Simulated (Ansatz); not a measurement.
# Molecular dynamics of BSiH$_{6}$ (part 3 of 3)

Continued. System: BSiH$_{6}$, multiplicity 2. Method: UKS B3LYP-D4/def2-SVP (Ansatz 0.2.0). It belongs to a series of runs on one base structure; here: dynamics from the highest image of the converged band.

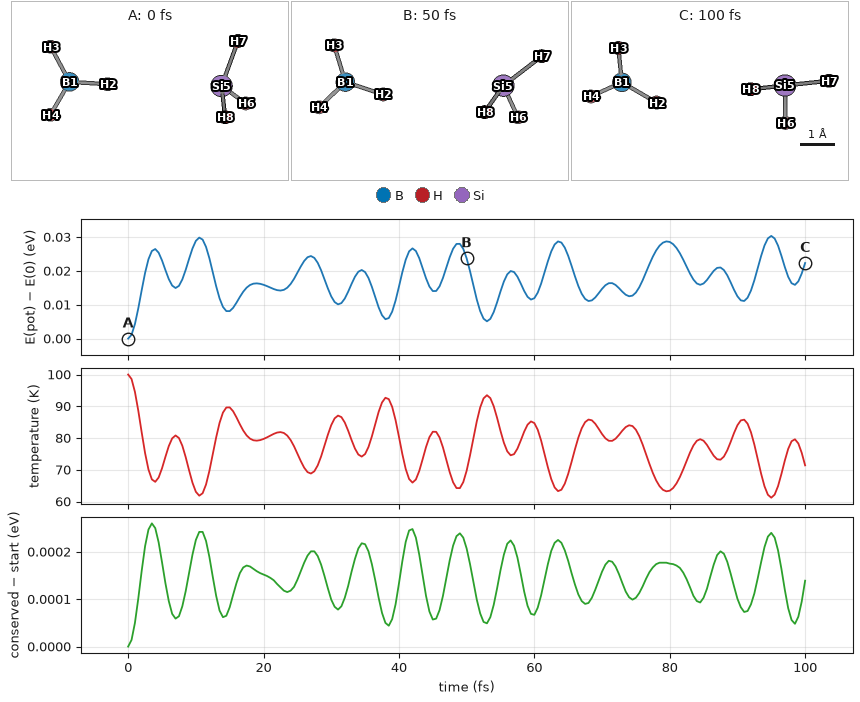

Figure 1. Frames of the molecular dynamics (ball-and-stick, seen at a tilt) above the curves, on which the letters mark them. The trajectory kept here has 201 frames over 100 fs. The temperature starts at 100 K, ranges from 61 to 100 K and averages 77 K over the second half. The potential energy ends 0.022 eV above its first value. The conserved quantity stays within 0.00026 eV. After an unweighted best fit of the last frame on the first, the root-mean-square displacement is 0.82 Å, and H8 has moved furthest (1.37 Å).

```
Total energy: -8646.45312295 eV, -317.7512914921 hartree
Atom 0 at    -0.100433     0.061779    -0.881943 Å, force    -0.016827    -0.079034    -0.077548 eV/Å
Atom 1 at    -0.660885    -0.006269     0.189241 Å, force     0.064623     0.022151    -0.122898 eV/Å
Atom 2 at     1.012602     0.539005    -0.950942 Å, force    -0.196321    -0.070883    -0.012034 eV/Å
Atom 3 at    -0.654267    -0.361562    -1.879943 Å, force     0.150283     0.125837     0.231692 eV/Å
Atom 4 at     0.085903    -0.104375     4.079258 Å, force     0.070419     0.200551    -0.371713 eV/Å
Atom 5 at    -1.174815    -0.898286     4.005951 Å, force    -0.050666     0.072392    -0.118356 eV/Å
Atom 6 at     0.367691     0.256187     5.479288 Å, force     0.103076     0.056098     0.367976 eV/Å
Atom 7 at     0.097632     1.147054     3.231601 Å, force    -0.124588    -0.327112     0.102879 eV/Å
Dipole moment:     0.000965    -0.007702    -0.015471 e Å
```

Trajectory as extended XYZ (Å, eV, eV/Å), 12 of the 201 frames kept, from step=0 to step=200
```
8
Properties=species:S:1:pos:R:3:forces:R:3 step=0 time_fs=0.0 energy=-8646.47516 temperature=100.0
B    -0.0035    0.0388   -0.6708    0.0000  -0.0009   0.0027
H     0.0063    0.2205    0.5204    0.0006   0.0036  -0.0053
H     1.0340   -0.0864   -1.2697    0.0012  -0.0001   0.0019
H    -1.0509   -0.0197   -1.2625   -0.0018  -0.0004   0.0011
Si    0.0126   -0.0725    3.9567    0.0000  -0.0018   0.0011
H    -0.7551   -1.2262    4.5125   -0.0001  -0.0002   0.0013
H     1.4200   -0.0756    4.4550    0.0002  -0.0002  -0.0002
H    -0.6634    1.2211    4.2707    0.0000   0.0000  -0.0027
8
Properties=species:S:1:pos:R:3:forces:R:3 step=18 time_fs=9.0 energy=-8646.45160 temperature=69.8
B    -0.0133    0.0431   -0.6930    0.2012  -0.0958   0.2057
H    -0.0589    0.1934    0.5220    0.0078  -0.0174  -0.4712
H     1.0595   -0.0377   -1.2627   -0.2243   0.0640   0.1812
H    -1.0257   -0.0599   -1.3426    0.0148   0.0506   0.0874
Si    0.0241   -0.0752    3.9675   -0.5796   0.1580  -0.1298
H    -0.8533   -1.1567    4.4976    0.0887  -0.1658   0.0097
H     1.3698   -0.0909    4.5744    0.2398   0.0402   0.1640
H    -0.7170    1.2158    4.1744    0.2515  -0.0339  -0.0470
8
Properties=species:S:1:pos:R:3:forces:R:3 step=36 time_fs=18.0 energy=-8646.45933 temperature=79.8
B    -0.0203    0.0410   -0.7169   -0.0736   0.0875  -0.0079
H    -0.1277    0.1837    0.4642   -0.0110   0.0023   0.2644
H     1.0672    0.0379   -1.2143    0.1611  -0.0385  -0.1249
H    -1.0086   -0.0733   -1.3854   -0.0773  -0.0502  -0.1240
Si    0.0275   -0.0773    3.9771    0.4776  -0.3071   0.3300
H    -0.8785   -1.1671    4.4769    0.0960   0.1151  -0.0586
H     1.3463   -0.0789    4.7509   -0.5009   0.0163  -0.2922
H    -0.6413    1.2431    4.0593   -0.0720   0.1746   0.0133
8
Properties=species:S:1:pos:R:3:forces:R:3 step=55 time_fs=27.5 energy=-8646.45132 temperature=69.5
B    -0.0295    0.0445   -0.7383   -0.1680  -0.0056  -0.2925
H    -0.1928    0.1600    0.4347   -0.0489   0.0227   0.3621
H     1.0757    0.0928   -1.1948    0.1649  -0.0083  -0.0814
H    -0.9803   -0.1109   -1.4651    0.0513  -0.0085   0.0225
Si    0.0345   -0.0817    3.9905   -0.1650   0.2754  -0.3524
H    -0.8878   -1.1533    4.4338   -0.2504  -0.0386   0.0265
H     1.2079   -0.0547    4.8624    0.5131  -0.0169   0.3158
H    -0.5639    1.2946    3.9365   -0.0970  -0.2203  -0.0006
8
Properties=species:S:1:pos:R:3:forces:R:3 step=73 time_fs=36.5 energy=-8646.46294 temperature=84.4
B    -0.0401    0.0500   -0.7594    0.1001  -0.1315   0.0435
H    -0.2580    0.1321    0.4386    0.0521   0.0188  -0.3683
H     1.0963    0.1375   -1.1864   -0.2526   0.0333   0.1551
H    -0.9425   -0.1569   -1.5439    0.0999   0.0790   0.1842
Si    0.0443   -0.0839    4.0017    0.1305  -0.1140   0.2138
H    -0.9966   -1.0974    4.3876    0.1374   0.1098  -0.0243
H     1.1779   -0.0454    5.0059   -0.2955   0.0018  -0.2256
H    -0.5762    1.2622    3.8205    0.0281   0.0028   0.0216
8
Properties=species:S:1:pos:R:3:forces:R:3 step=91 time_fs=45.5 energy=-8646.46110 temperature=81.9
B    -0.0476    0.0481   -0.7832    0.0889   0.1132   0.3571
H    -0.3239    0.1258    0.3927    0.0395  -0.0269  -0.1078
H     1.0917    0.2106   -1.1355    0.0058  -0.0242  -0.0405
H    -0.9131   -0.1729   -1.5761   -0.1344  -0.0633  -0.1906
Si    0.0545   -0.0873    4.0134   -0.1222  -0.0815  -0.0071
H    -1.0646   -1.0169    4.3396    0.0691  -0.1674   0.0493
H     1.0726   -0.0297    5.1097   -0.0730   0.0396  -0.0439
H    -0.5668    1.2304    3.7196    0.1263   0.2105  -0.0164
8
Properties=species:S:1:pos:R:3:forces:R:3 step=109 time_fs=54.5 energy=-8646.46444 temperature=86.3
B    -0.0557    0.0500   -0.8005   -0.1122   0.0475  -0.1787
H    -0.3793    0.1082    0.3427   -0.0942  -0.0124   0.3724
H     1.0778    0.2662   -1.1064    0.2401   0.0111  -0.0914
H    -0.8778   -0.2023   -1.6383   -0.0334  -0.0477  -0.0826
Si    0.0593   -0.0911    4.0243   -0.2713   0.2524  -0.2814
H    -1.0680   -1.0228    4.3157   -0.0437  -0.0206  -0.0359
H     0.9474    0.0115    5.1982    0.2284   0.0287   0.2400
H    -0.4500    1.2713    3.6207    0.0863  -0.2590   0.0575
8
Properties=species:S:1:pos:R:3:forces:R:3 step=127 time_fs=63.5 energy=-8646.44645 temperature=63.3
B    -0.0666    0.0562   -0.8168    0.0090  -0.1728  -0.2680
H    -0.4400    0.0756    0.3344    0.0286   0.0367  -0.1445
H     1.0879    0.3087   -1.0959   -0.2126   0.0054   0.1081
H    -0.8318   -0.2513   -1.7178    0.1758   0.1290   0.3252
Si    0.0621   -0.0926    4.0340    0.4746  -0.2726   0.6620
H    -1.0840   -1.0342    4.2636    0.0229   0.1982  -0.0883
H     0.8670    0.0636    5.3242   -0.2812  -0.0859  -0.4823
H    -0.3124    1.2457    3.5292   -0.2170   0.1619  -0.1121
8
Properties=species:S:1:pos:R:3:forces:R:3 step=145 time_fs=72.5 energy=-8646.46025 temperature=81.0
B    -0.0740    0.0553   -0.8381    0.0511   0.0555   0.3235
H    -0.5021    0.0638    0.2979    0.0800  -0.0022  -0.1889
H     1.0719    0.3760   -1.0459   -0.0895  -0.0293  -0.0115
H    -0.7940   -0.2705   -1.7406   -0.0405  -0.0261  -0.1023
Si    0.0716   -0.0960    4.0500   -0.1881   0.1445  -0.7058
H    -1.1301   -0.9581    4.1623   -0.1256  -0.1082   0.0445
H     0.7365    0.0853    5.3375    0.2513   0.0895   0.5421
H    -0.2799    1.2154    3.4083    0.0612  -0.1238   0.0983
8
Properties=species:S:1:pos:R:3:forces:R:3 step=164 time_fs=82.0 energy=-8646.45186 temperature=70.2
B    -0.0824    0.0552   -0.8546   -0.0094   0.1504   0.2587
H    -0.5555    0.0498    0.2453   -0.0585  -0.0402   0.1814
H     1.0372    0.4361   -1.0104    0.2704   0.0450  -0.0655
H    -0.7422   -0.2890   -1.7790   -0.2011  -0.1573  -0.3535
Si    0.0801   -0.0992    4.0602   -0.2347   0.0310   0.0564
H    -1.1928   -0.8992    4.0868    0.2017  -0.0152   0.0924
H     0.6288    0.1339    5.4495   -0.1418   0.0014  -0.2973
H    -0.2187    1.1701    3.3192    0.1732  -0.0150   0.1274
8
Properties=species:S:1:pos:R:3:forces:R:3 step=182 time_fs=91.0 energy=-8646.46406 temperature=85.8
B    -0.0934    0.0612   -0.8657    0.0440  -0.1547  -0.3474
H    -0.6060    0.0139    0.2214   -0.0263   0.0275   0.0230
H     1.0338    0.4770   -0.9980   -0.0990   0.0095   0.0662
H    -0.6887   -0.3348   -1.8516    0.0831   0.1156   0.2786
Si    0.0834   -0.1021    4.0677    0.0676  -0.0759   0.3435
H    -1.1781   -0.8935    4.0709   -0.0655  -0.0445  -0.0777
H     0.4788    0.2036    5.4836    0.0298  -0.0389  -0.1300
H    -0.0574    1.1536    3.2958   -0.0337   0.1613  -0.1563
8
Properties=species:S:1:pos:R:3:forces:R:3 step=200 time_fs=100.0 energy=-8646.45284 temperature=71.4
B    -0.1004    0.0618   -0.8819   -0.0168  -0.0790  -0.0775
H    -0.6609   -0.0063    0.1892    0.0646   0.0222  -0.1229
H     1.0126    0.5390   -0.9509   -0.1963  -0.0709  -0.0120
H    -0.6543   -0.3616   -1.8799    0.1503   0.1258   0.2317
Si    0.0859   -0.1044    4.0793    0.0704   0.2006  -0.3717
H    -1.1748   -0.8983    4.0060   -0.0507   0.0724  -0.1184
H     0.3677    0.2562    5.4793    0.1031   0.0561   0.3680
H     0.0976    1.1471    3.2316   -0.1246  -0.3271   0.1029
```

The run was set up as follows.

Input
```yaml
crystal:
  periodic: [false, false, false]
  atoms:
    - { symbol: B, position_ang: [-0.003509, 0.038777, -0.670758] }
    - { symbol: H, position_ang: [0.006294, 0.220525, 0.520363] }
    - { symbol: H, position_ang: [1.034004, -0.086374, -1.269673] }
    - { symbol: H, position_ang: [-1.050946, -0.019704, -1.262522] }
    - { symbol: Si, position_ang: [0.0126, -0.072464, 3.956658] }
    - { symbol: H, position_ang: [-0.755057, -1.226203, 4.51248] }
    - { symbol: H, position_ang: [1.419983, -0.075646, 4.454959] }
    - { symbol: H, position_ang: [-0.66337, 1.221089, 4.270692] }
magnetization:
  spin_polarized: true
  initial_magnetization: 1
basis:
  gaussian: { orbitals: def2-SVP }
hamiltonian:
  xc: b3lyp
  dispersion: d4
md:
  timestep: 0.5
  n_steps: 200
  ensemble: nve
  temperature: 100.0
  initial_velocities: maxwell_boltzmann
  seed: 10508
```

Command:
```bash
ansatz run input.yaml --threads 1 --pin off --max-ram 2048MiB --backend cpu --events-out ev --progress --plain --runs-dir out
```

Summary

| quantity | value |
| --- | --- |
| outcome | finished |
| mean temperature over the second half | 77 K |
| trajectory | 200 steps, 100 fs |
| ensemble | nve |
| temperature in the input | 100.0 K |
| time step | 0.5 fs |
| potential energy (last step) | −8646.4531 eV |
| mean-field energy (last step) | −8646.3545 eV |
| ⟨S²⟩ (last step) | 0.752 |
| largest force (length of the vector) (last step) | 0.428 eV/Å |
| hardware | 1 thread of Arm Neoverse V1, 24 GiB of memory available, shared host |
| wall time | 6.3 min |
| peak memory | 0.13 GiB |

Remarks

So short a trajectory is not equilibrated.
